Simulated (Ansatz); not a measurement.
Pulling on the Sn1–F2 bond in FHOSn (SMILES [OH][Sn][F]) (multiplicity 1 held, fragments rigid). Energies count from the point at 1.967 Å.
Geometry at that point (charge 0, multiplicity 1):
```xyz
4

Sn     0.171     0.033     0.322
F     -0.235     1.310    -1.117
O     -0.674    -1.515    -0.578
H     -1.061    -1.317    -1.440
```

R- and RO- levels are restricted; in cc, def2 and unpolarised 6-31G sets they are followed outwards from rest. U- levels take the lowest unrestricted solution at each point, which mixes spins at long bonds. Levels need not reach the same state.

Cores are frozen in the correlated methods. Filled d and f shells under p-block atoms count as core.

The values were computed with Ansatz (Gaussian basis) for Hartree–Fock, density functionals and correlated methods. Each number belongs to the level named beside it. In def2 rows elements past Kr take small-core potentials, without spin–orbit coupling.

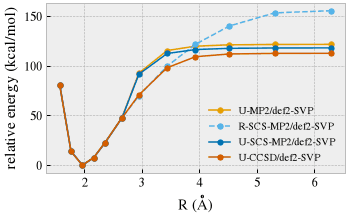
Figure. Relative energy along the coordinate

Doubts at one or more of the structures used: a spin-contaminated determinant (U-MP2/def2-SVP, U-SCS-MP2/def2-SVP, U-CCSD/def2-SVP); a restricted determinant that unrestricted orbitals would lower (R-SCS-MP2/def2-SVP); other coupled-cluster roots lie near (U-CCSD/def2-SVP); T1 above 0.05 (U-CCSD/def2-SVP).

Ansatz is a quantum-chemistry and plane-wave program.
